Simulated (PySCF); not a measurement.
## Electronic structure of C2H9AsSSi (SMILES CS[SiH2][AsH]C) in real space

```xyz
14

C    -2.1727    0.7165   -0.4289
S    -1.3725    1.3190    1.0889
Si   -0.3303   -0.4842    1.6563
As    0.8430   -1.3274   -0.1781
C     2.1318    0.1665   -0.3127
H    -2.8882   -0.0625   -0.1794
H    -1.4190    0.3337   -1.1190
H    -2.6866    1.5602   -0.8771
H    -1.3609   -1.4158    2.1341
H     0.4414   -0.0068    2.8033
H     1.6933   -2.1767    0.7255
H     2.9299   -0.0842   -1.0121
H     1.6160    1.0489   -0.6939
H     2.5740    0.4124    0.6511
```

Geometry: GFN2-xTB.

These are results of PySCF, B3LYP/def2-SVPD, SCF density, gas phase, not measurements.

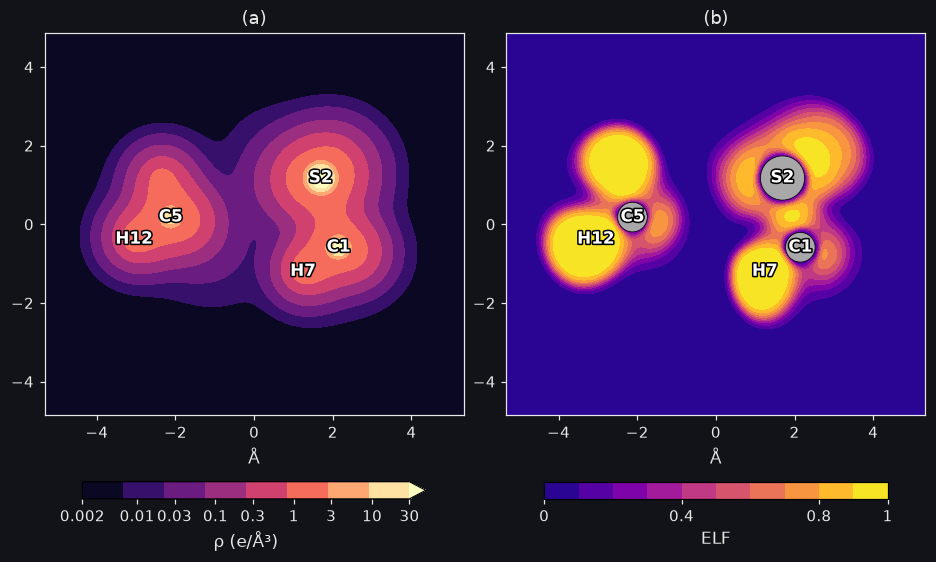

Figure 1. (a) electron density; (b) electron localisation function on the plane of atoms S2, C1 and H7. Grey discs cover the atomic cores in the ELF map.

Q: What does the map show?

A:
- The section cuts through C, S and H sites.
- C–S (1.82 Å): ρ is about 1.2 e/Å³ halfway; the ELF peaks at about 0.90 between the atoms (localised, covalent bonding).
- C–H (1.09 Å): ρ is about 2 e/Å³ halfway; the ELF climbs to about 1 towards the hydrogen, as it does in any bond to H (a covalent bond by its length).
- The ELF also peaks beside S2, away from the bonds: lone-pair regions.

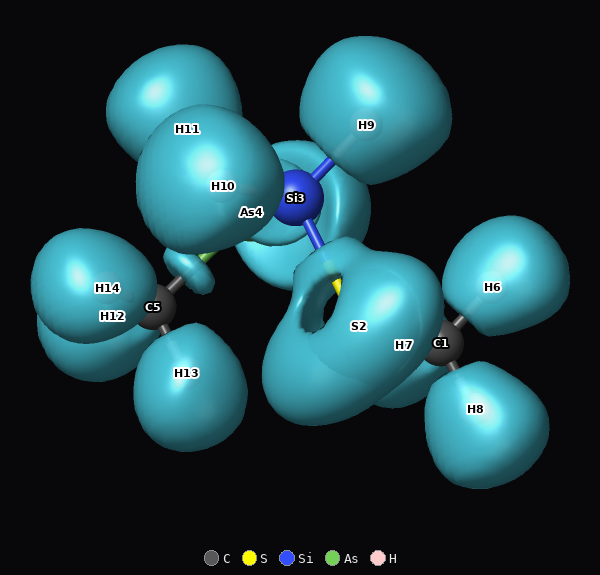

Figure 2. Isosurface of the electron localisation function at 0.8 (cyan), seen at a tilt. Only the valence region is drawn (cores and ρ < 0.01 e/Å³ removed).

Q: Describe the localisation domains.

A: The surface consists of one region between bonded As–C atoms (shared pairs), one region between bonded As–Si atoms (shared pairs), one region between bonded C–S atoms (shared pairs), nine regions around hydrogen nuclei, one region on S in which the atom's valence shell and bonds are merged and one lobe on As, pointing away from the bonds (lone pairs).


 C–As (1.98 Å): the ELF peaks at about 0.90 between the atoms (localised, covalent bonding).

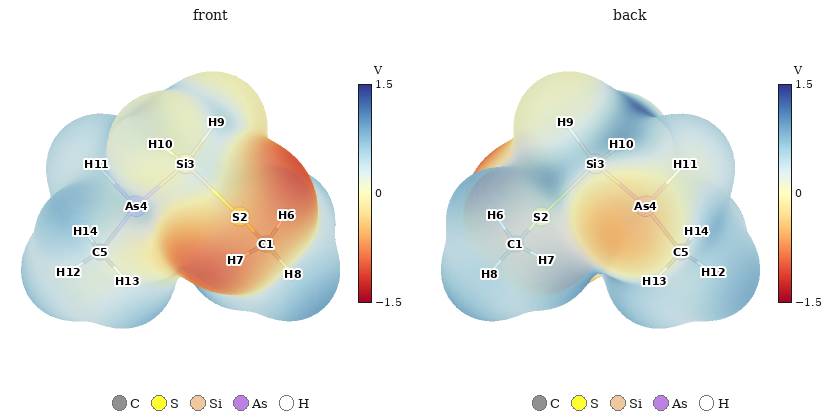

Figure 3. The molecular electrostatic potential painted on the density surface at 0.002 e/bohr³, seen from the front and from behind; red is negative and blue positive.

Q: Where is the surface potential most negative and most positive?

A: The most negative region (about −1.0 V) lies over S2, the most positive (about +1.1 V) over Si3.
